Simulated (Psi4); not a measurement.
**Interaction calculation of Si$_{2}$H$_{8}$O$_{2}$ (part 1 of 2)**

The run: interaction calculation of Si$_{2}$H$_{8}$O$_{2}$, SMILES O[SiH3].O[SiH3]. Method and program: SAPT0/jun-cc-pVDZ, RHF (Psi4 1.11).

The geometry comes from this level: GFN2-xTB.

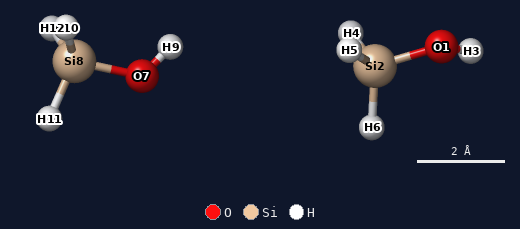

**Figure 1.** The structure (ball-and-stick view, seen on its broad side; atoms are numbered from 1 in the order of the input). Bond lengths as drawn: H–O 0.95 Å, H–Si 1.45 to 1.47 Å and O–Si 1.62 Å.

Input file (input.inp):
```
memory 1.6 GB

molecule m {
  0 1
  O      0.404080    -3.168560     1.808170
  Si     0.020610    -1.690240     1.255390
  H     -0.251090    -3.794560     2.102190
  H     -0.828680    -1.817940     0.061380
  H      1.337580    -1.160670     0.939010
  H     -0.699950    -0.930620     2.273140
  --
  0 1
  O     -0.242120     2.912700    -1.585860
  Si     0.051850     4.080970    -2.674600
  H     -0.153280     1.988060    -1.794350
  H      1.450620     4.044670    -3.107140
  H     -0.268660     5.279520    -1.916140
  H     -0.807510     3.915210    -3.849610
  symmetry c1
  no_reorient
  no_com
}

set basis jun-cc-pVDZ
set reference rhf
set scf_type df
set freeze_core true

e_tot, wfn = energy('sapt0', return_wfn=True)
```

Machine: 1 thread of AMD EPYC (Zen 3), 24 GiB of memory available, shared host.

Launched with:
```bash
psi4 -i input.inp -o input.out -n 1
```

Output:
```
Psi4 1.11 release

   => Loading Basis Set <=

    Name: JUN-CC-PVDZ
    Role: ORBITAL
    Keyword: BASIS

   => Loading Basis Set <=

    Name: JUN-CC-PVDZ
    Role: ORBITAL
    Keyword: BASIS

  //>>>>>>>>>>>>>>>>>>>>>>>>>>>>>>>>>>>//
  //              Dimer HF             //
  //<<<<<<<<<<<<<<<<<<<<<<<<<<<<<<<<<<<//

   => Loading Basis Set <=

    Name: JUN-CC-PVDZ
    Role: ORBITAL
    Keyword: BASIS

         ---------------------------------------------------------
                                   SCF
                              RHF Reference
                        1 Threads,   1525 MiB Core
         ---------------------------------------------------------

  ==> Geometry <==

    Molecular point group: c1
    Full point group: C1

    Geometry (in Angstrom), charge = 0, multiplicity = 1:

       Center              X                  Y                   Z               Mass
    ------------   -----------------  -----------------  -----------------  -----------------
         O            0.404080000000    -3.168560000000     1.808170000000    15.994914619570
         SI           0.020610000000    -1.690240000000     1.255390000000    27.976926534650
         H           -0.251090000000    -3.794560000000     2.102190000000     1.007825032230
         H           -0.828680000000    -1.817940000000     0.061380000000     1.007825032230
         H            1.337580000000    -1.160670000000     0.939010000000     1.007825032230
         H           -0.699950000000    -0.930620000000     2.273140000000     1.007825032230
         O           -0.242120000000     2.912700000000    -1.585860000000    15.994914619570
         SI           0.051850000000     4.080970000000    -2.674600000000    27.976926534650
         H           -0.153280000000     1.988060000000    -1.794350000000     1.007825032230
         H            1.450620000000     4.044670000000    -3.107140000000     1.007825032230
         H           -0.268660000000     5.279520000000    -1.916140000000     1.007825032230
         H           -0.807510000000     3.915210000000    -3.849610000000     1.007825032230

  Running in c1 symmetry.

  Rotational constants: A =      0.97686  B =      0.01293  C =      0.01289 [cm^-1]
  Rotational constants: A =  29285.54982  B =    387.52296  C =    386.36790 [MHz]
  Nuclear repulsion =  183.903625415598611

  Charge       = 0
  Multiplicity = 1
  Electrons    = 52
  Nalpha       = 26
  Nbeta        = 26

  ==> Algorithm <==

  SCF Algorithm Type is DF.
  DIIS enabled.
  MOM disabled.
  Fractional occupation disabled.
  Guess Type is SAD.
  Energy threshold   = 1.00e-08
  Density threshold  = 1.00e-08
  Integral threshold = 1.00e-12

  ==> Primary Basis <==

  Basis Set: JUN-CC-PVDZ
    Blend: JUN-CC-PVDZ
    Number of shells: 60
    Number of basis functions: 120
    Number of Cartesian functions: 124
    Spherical Harmonics?: true
    Max angular momentum: 2

   => Loading Basis Set <=

    Name: (JUN-CC-PVDZ AUX)
    Role: JKFIT
    Keyword: DF_BASIS_SCF

  ==> Integral Setup <==

  DFHelper Memory: AOs need 0.055 GiB; user supplied 1.118 GiB.
  SCF_SUBTYPE=INCORE selected. In-core MEM_DF algorithm will be used.
  Using in-core AOs.

  ==> MemDFJK: Density-Fitted J/K Matrices <==

    J tasked:                   Yes
    K tasked:                   Yes
    wK tasked:                   No
    Memory [MiB]:              1144
    Algorithm:                 Core
    Schwarz Cutoff:           1E-12
    Mask sparsity (%):      19.7917
    Fitting Condition:        1E-10

   => Auxiliary Basis Set <=

  Basis Set: (JUN-CC-PVDZ AUX)
    Blend: JUN-CC-PVDZ-JKFIT
    Number of shells: 204
    Number of basis functions: 584
    Number of Cartesian functions: 662
    Spherical Harmonics?: true
    Max angular momentum: 3

  Minimum eigenvalue in the overlap matrix is 2.2393412518E-03.
  Reciprocal condition number of the overlap matrix is 3.9789553498E-04.
    Using symmetric orthogonalization.

  ==> Pre-Iterations <==

  SCF Guess: Superposition of Atomic Densities via on-the-fly atomic UHF (no occupation information).

   -------------------------
    Irrep   Nso     Nmo
   -------------------------
     A        120     120
   -------------------------
    Total     120     120
   -------------------------

  ==> Iterations <==

                           Total Energy        Delta E     RMS |[F,P]|

   @DF-RHF iter SAD:  -731.00534737401779   -7.31005e+02   0.00000e+00
   @DF-RHF iter   1:  -732.12565007750572   -1.12030e+00   5.31630e-03 DIIS/ADIIS
   @DF-RHF iter   2:  -732.24291889994629   -1.17269e-01   3.50838e-03 DIIS/ADIIS
   @DF-RHF iter   3:  -732.30755190498417   -6.46330e-02   3.49578e-04 DIIS/ADIIS
   @DF-RHF iter   4:  -732.30915694066380   -1.60504e-03   5.57936e-05 DIIS
   @DF-RHF iter   5:  -732.30920869309978   -5.17524e-05   1.23461e-05 DIIS
   @DF-RHF iter   6:  -732.30921184468389   -3.15158e-06   2.35784e-06 DIIS
   @DF-RHF iter   7:  -732.30921195850510   -1.13821e-07   8.01476e-07 DIIS
   @DF-RHF iter   8:  -732.30921196719021   -8.68511e-09   3.27564e-07 DIIS
   @DF-RHF iter   9:  -732.30921196842576   -1.23555e-09   6.76527e-08 DIIS
   @DF-RHF iter  10:  -732.30921196851250   -8.67431e-11   1.23342e-08 DIIS
   @DF-RHF iter  11:  -732.30921196851625   -3.75167e-12   2.81938e-09 DIIS
  Energy and wave function converged.

  ==> Post-Iterations <==

    Orbital Energies [Eh]
    ---------------------

    Doubly Occupied:

       1A    -68.804789     2A    -68.803474     3A    -20.564429
       4A    -20.563395     5A     -6.152274     6A     -6.151018
       7A     -4.259882     8A     -4.258615     9A     -4.257962
      10A     -4.257764    11A     -4.256719    12A     -4.256514
      13A     -1.352954    14A     -1.351711    15A     -0.776605
      16A     -0.776215    17A     -0.651164    18A     -0.650761
      19A     -0.559195    20A     -0.559095    21A     -0.557132
      22A     -0.556612    23A     -0.475581    24A     -0.474265
      25A     -0.456943    26A     -0.456404

    Virtual:

      27A      0.043798    28A      0.051386    29A      0.060554
      30A      0.063630    31A      0.069288    32A      0.076178
      33A      0.077393    34A      0.098179    35A      0.157434
      36A      0.192929    37A      0.195580    38A      0.199769
      39A      0.206558    40A      0.212407    41A      0.213217
      42A      0.220703    43A      0.224968    44A      0.234721
      45A      0.245305    46A      0.251618    47A      0.300926
      48A      0.316239    49A      0.335188    50A      0.338676
      51A      0.366535    52A      0.382145    53A      0.483571
      54A      0.483921    55A      0.490946    56A      0.491547
      57A      0.584510    58A      0.584920    59A      0.594508
      60A      0.601394    61A      0.614679    62A      0.621785
      63A      0.635340    64A      0.638405    65A      0.640772
      66A      0.643241    67A      0.764711    68A      0.782557
      69A      0.796023    70A      0.831684    71A      1.029667
      72A      1.032369    73A      1.119103    74A      1.124864
      75A      1.139919    76A      1.141518    77A      1.146391
      78A      1.149217    79A      1.402652    80A      1.405522
      81A      1.411590    82A      1.425869    83A      1.462367
      84A      1.466473    85A      1.480351    86A      1.481761
      87A      1.548610    88A      1.549285    89A      1.663429
      90A      1.666659    91A      1.742563    92A      1.743960
      93A      1.748140    94A      1.751511    95A      1.802951
      96A      1.805920    97A      1.914074    98A      1.917080
      99A      1.984994   100A      1.989708   101A      2.171452
     102A      2.174134   103A      2.222725   104A      2.228997
     105A      2.264710   106A      2.265971   107A      2.313122
     108A      2.315838   109A      2.536057   110A      2.537104
     111A      3.070352   112A      3.071751   113A      3.187865
     114A      3.189729   115A      3.296909   116A      3.297019
     117A      3.485831   118A      3.489034   119A      4.051571
     120A      4.052322

    Final Occupation by Irrep:
              A
    DOCC [    26 ]
    NA   [    26 ]
    NB   [    26 ]

  @DF-RHF Final Energy:  -732.30921196851625

   => Energetics <=

    Nuclear Repulsion Energy =            183.9036254155986114
    One-Electron Energy =               -1379.9427287253151917
    Two-Electron Energy =                 463.7298913412003571
    Total Energy =                       -732.3092119685163652

Computation Completed

Properties will be evaluated at   0.000000,   0.000000,   0.000000 [a0]

Properties computed using the SCF density matrix

 Multipole Moments:

 ------------------------------------------------------------------------------------
     Multipole            Electronic (a.u.)      Nuclear  (a.u.)        Total (a.u.)
 ------------------------------------------------------------------------------------

 L = 1.  Multiply by 2.5417464519 to convert [e a0] to [Debye]
 Dipole X            :         -4.3875920            3.9479213           -0.4396707
 Dipole Y            :        -73.9861543           73.5991823           -0.3869719
 Dipole Z            :         43.8398514          -44.1855385           -0.3456871
 Magnitude           :                                                    0.6801156

 ------------------------------------------------------------------------------------

	total time  =          2 seconds =       0.03 minutes

  //>>>>>>>>>>>>>>>>>>>>>>>>>>>>>>>>>>>//
  //            Monomer A HF           //
  //<<<<<<<<<<<<<<<<<<<<<<<<<<<<<<<<<<<//

  ==> Geometry <==

    Molecular point group: c1
    Full point group: C1

    Geometry (in Angstrom), charge = 0, multiplicity = 1:

       Center              X                  Y                   Z               Mass
    ------------   -----------------  -----------------  -----------------  -----------------
         O            0.404080000000    -3.168560000000     1.808170000000    15.994914619570
         SI           0.020610000000    -1.690240000000     1.255390000000    27.976926534650
         H           -0.251090000000    -3.794560000000     2.102190000000     1.007825032230
         H           -0.828680000000    -1.817940000000     0.061380000000     1.007825032230
         H            1.337580000000    -1.160670000000     0.939010000000     1.007825032230
         H           -0.699950000000    -0.930620000000     2.273140000000     1.007825032230
      Gh(O)          -0.242120000000     2.912700000000    -1.585860000000    15.994914619570
      Gh(SI)          0.051850000000     4.080970000000    -2.674600000000    27.976926534650
      Gh(H)          -0.153280000000     1.988060000000    -1.794350000000     1.007825032230
      Gh(H)           1.450620000000     4.044670000000    -3.107140000000     1.007825032230
      Gh(H)          -0.268660000000     5.279520000000    -1.916140000000     1.007825032230
      Gh(H)          -0.807510000000     3.915210000000    -3.849610000000     1.007825032230

  Running in c1 symmetry.

  Rotational constants: A =      0.97686  B =      0.01293  C =      0.01289 [cm^-1]
  Rotational constants: A =  29285.54982  B =    387.52296  C =    386.36790 [MHz]
  Nuclear repulsion =   65.685191067548629

  Charge       = 0
  Multiplicity = 1
  Electrons    = 26
  Nalpha       = 13
  Nbeta        = 13

  ==> Iterations <==

                           Total Energy        Delta E     RMS |[F,P]|

   @DF-RHF iter SAD:  -365.50141072226927   -3.65501e+02   0.00000e+00
   @DF-RHF iter   1:  -366.06225244440878   -5.60842e-01   3.76603e-03 DIIS/ADIIS
   @DF-RHF iter   2:  -366.12097333310396   -5.87209e-02   2.48913e-03 DIIS/ADIIS
   @DF-RHF iter   3:  -366.15353318580054   -3.25599e-02   2.40451e-04 DIIS/ADIIS
   @DF-RHF iter   4:  -366.15432253403884   -7.89348e-04   3.96810e-05 DIIS
   @DF-RHF iter   5:  -366.15434863410673   -2.61001e-05   8.74971e-06 DIIS
   @DF-RHF iter   6:  -366.15435021553327   -1.58143e-06   1.61825e-06 DIIS
   @DF-RHF iter   7:  -366.15435027269882   -5.71656e-08   4.23079e-07 DIIS
   @DF-RHF iter   8:  -366.15435027648806   -3.78924e-09   9.16152e-08 DIIS
   @DF-RHF iter   9:  -366.15435027668303   -1.94973e-10   1.58087e-08 DIIS
   @DF-RHF iter  10:  -366.15435027668923   -6.19593e-12   3.76562e-09 DIIS
  Energy and wave function converged.

  ==> Post-Iterations <==

    Final Occupation by Irrep:
              A
    DOCC [    13 ]
    NA   [    13 ]
    NB   [    13 ]

  @DF-RHF Final Energy:  -366.15435027668923

   => Energetics <=

    Nuclear Repulsion Energy =             65.6851910675486295
    One-Electron Energy =                -637.4710471548916075
    Two-Electron Energy =                 205.6315058106537208
    Total Energy =                       -366.1543502766892288

Computation Completed

Properties will be evaluated at   0.000000,   0.000000,   0.000000 [a0]

Properties computed using the SCF density matrix

 Multipole Moments:
```
